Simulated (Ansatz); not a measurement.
## Electronic structure of AlFH₄Si in real space

The calculation's input:

```
crystal:
  periodic: [false, false, false]
  atoms:
    - {symbol: F, position_ang: [-2.194578, 0.145068, 0.051040]}
    - {symbol: Si, position_ang: [-0.786483, -0.244198, -0.632679]}
    - {symbol: Al, position_ang: [1.116771, 0.304900, 0.839507]}
    - {symbol: H, position_ang: [-0.847869, -1.699066, -0.958097]}
    - {symbol: H, position_ang: [-0.719953, 0.480172, -1.935465]}
    - {symbol: H, position_ang: [0.909301, 0.963926, 2.267669]}
    - {symbol: H, position_ang: [2.584111, -0.018901, 0.322324]}
basis:
  gaussian: {orbitals: def2-TZVPP}
hamiltonian: {xc: pbe0, dispersion: d4}
output: {orbitals: {seedname: orbitals}}
```

Launched as:

```sh
ansatz run in.yaml --threads 2 --pin off --events-out ev --progress --plain --max-ram 4352MiB
```

Geometry: PBE0-D4/def2-TZVP.

The calculation used RKS PBE0-D4/def2-TZVPP in Ansatz.

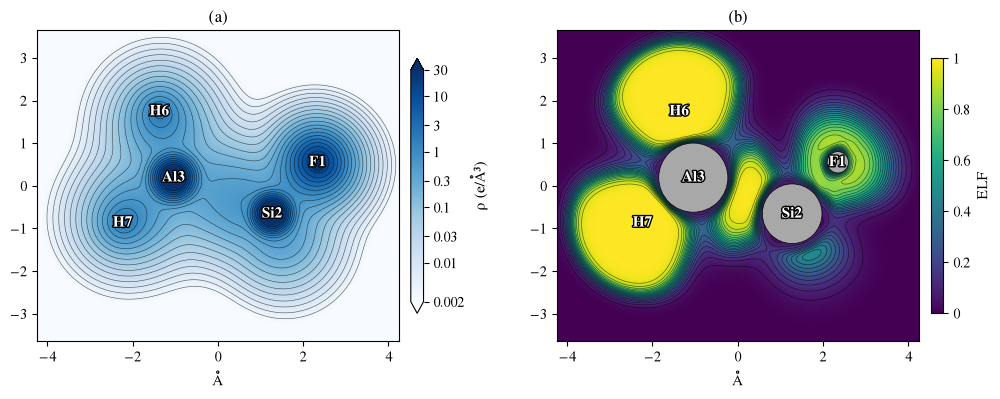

Figure 1. (a) electron density; (b) ELF on the plane of atoms H6, Al3 and H7. Grey discs cover the atomic cores in the ELF map.

Interpret the plot.

Answer.
- The section cuts through F, Si, Al and H sites.
- Si–F (1.61 Å): ρ is about 1.1 e/Å³ halfway; the ELF peaks at about 0.85 in the valence shell of F, 0.6 Å from its nucleus, and is about 0.55 at the midpoint.
- Al–Si (2.47 Å): ρ is about 0.51 e/Å³ halfway; the ELF peaks at about 1 between the atoms (a shared electron pair).
- Al–H (1.59 Å): ρ is about 0.55 e/Å³ halfway; the ELF climbs to about 1 towards the hydrogen.
- The ELF also peaks beside F1, away from the bonds: lone-pair regions.

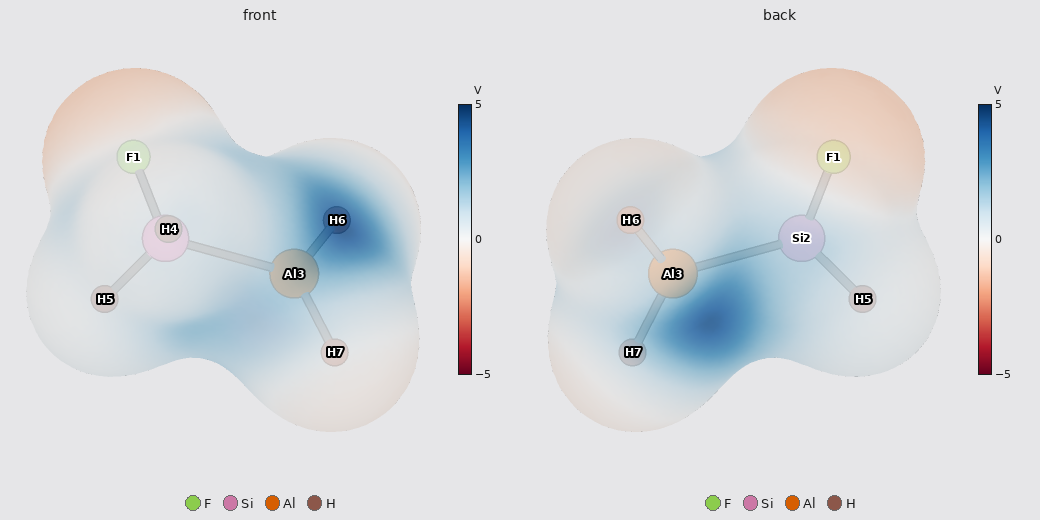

Figure 2. The electrostatic potential painted on the density surface at 0.002 e/bohr³, seen from the front and from behind; red is negative and blue positive.

Describe the electrostatic potential map.

Answer. The most negative region (about −1.0 V, or −23 kcal/mol for a unit charge) lies over F1, the most positive (about +4.1 V, or +95 kcal/mol for a unit charge) over Al3.

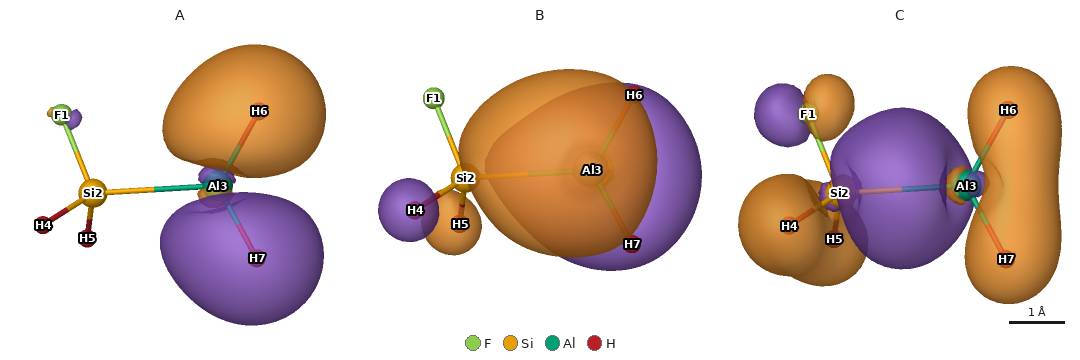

Figure 3. Three frontier orbitals at ±0.08 Å⁻³ᐟ² (orange and purple are the two phases), in no order.

Order the three orbitals by energy and name them.

Answer. A is the HOMO−1 (−8.81 eV). By Hirshfeld shares it lies mainly on Al3 (about 35 %), H6 (about 30 %) and H7 (about 30 %). C is the HOMO (−7.65 eV). Its weight (Hirshfeld) is mainly on Si2 (about 40 %), Al3 (about 30 %), H7 (about 5 %), H6 (about 5 %) and F1 (about 5 %). B is the LUMO (−2.27 eV). By Hirshfeld shares it lies mainly on Al3 (about 75 %) and Si2 (about 15 %).

What is the HOMO–LUMO gap?

Answer. 5.38 eV between the orbital energies.
